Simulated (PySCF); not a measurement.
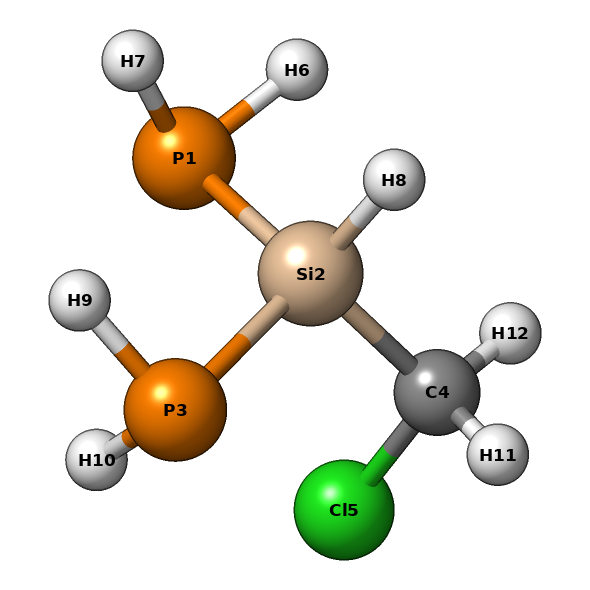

Every bond is drawn as one stick. Computed geometry: PBE0-D3(BJ)/def2-SVP optimisation. No frequency run is at hand to confirm it as a minimum. Method: PBE0/pcSseg-0 (PySCF 2.14.0).

### Which bond has the lowest Mayer bond order?

Si2–C4, 0.70, at 1.898 Å.

List the Mayer bond orders of P1–Si2, P1–H6, P1–H7, Si2–P3, Si2–C4, Si2–H8, P3–H9, P3–H10, C4–Cl5, C4–H11, C4–H12.

```json
{"bond": "P1–Si2", "Mayer order": "0.91", "length (Å)": "2.264"}
{"bond": "P1–H6", "Mayer order": "0.88", "length (Å)": "1.432"}
{"bond": "P1–H7", "Mayer order": "0.88", "length (Å)": "1.430"}
{"bond": "Si2–P3", "Mayer order": "0.95", "length (Å)": "2.261"}
{"bond": "Si2–C4", "Mayer order": "0.70", "length (Å)": "1.898"}
{"bond": "Si2–H8", "Mayer order": "0.91", "length (Å)": "1.498"}
{"bond": "P3–H9", "Mayer order": "0.88", "length (Å)": "1.430"}
{"bond": "P3–H10", "Mayer order": "0.87", "length (Å)": "1.428"}
{"bond": "C4–Cl5", "Mayer order": "0.95", "length (Å)": "1.790"}
{"bond": "C4–H11", "Mayer order": "0.84", "length (Å)": "1.100"}
{"bond": "C4–H12", "Mayer order": "0.85", "length (Å)": "1.100"}
```
